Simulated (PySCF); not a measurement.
The calculation's input:

```
{"job": {"kind": "inter", "xc": "wB97M-D3(BJ)", "basis": "def2-TZVPD", "pairs": false}, "charge": 0, "multiplicity": 1, "parts": [{"atoms": "0-1", "charge": 0, "multiplicity": 1}, {"atoms": "2-4", "charge": 0, "multiplicity": 1}]}
Br     0.722967     0.180198    -0.068248
F     -1.063752    -0.051884     0.033892
O      4.047680    -1.852680     0.770158
C      3.830386    -0.809377     0.337736
S      3.545772     0.625070    -0.256673
```

Command:

```sh
OMP_NUM_THREADS=1 python cluster_run.py task.json out
```

Geometry: PBE0-D3(BJ)/def2-SVPD.

Method: wB97M-D3(BJ)/def2-TZVPD, SCF density, gas phase (PySCF).

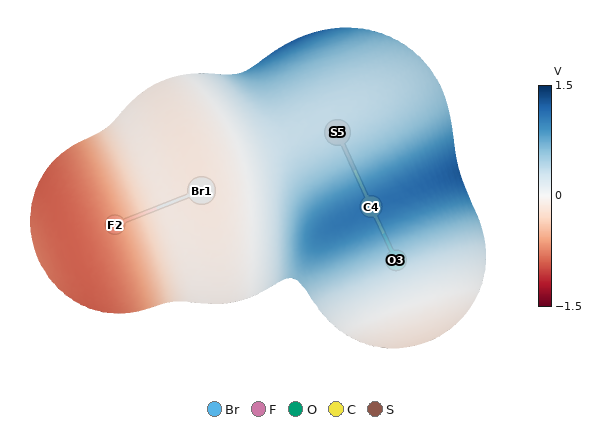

BrF···COS (SMILES FBr.O=C=S). The electrostatic potential painted on the density surface at 0.001 e/bohr³, seen across its widest extent; the colour scale runs from red (negative) to blue (positive).

Describe the electrostatic potential map.

Answer. The most negative region (about −0.9 V) lies over F2, the most positive (about +1.3 V) over C4 and S5.

What dipole moment does the calculation give?

Answer. Its dipole moment is 3.08 D.
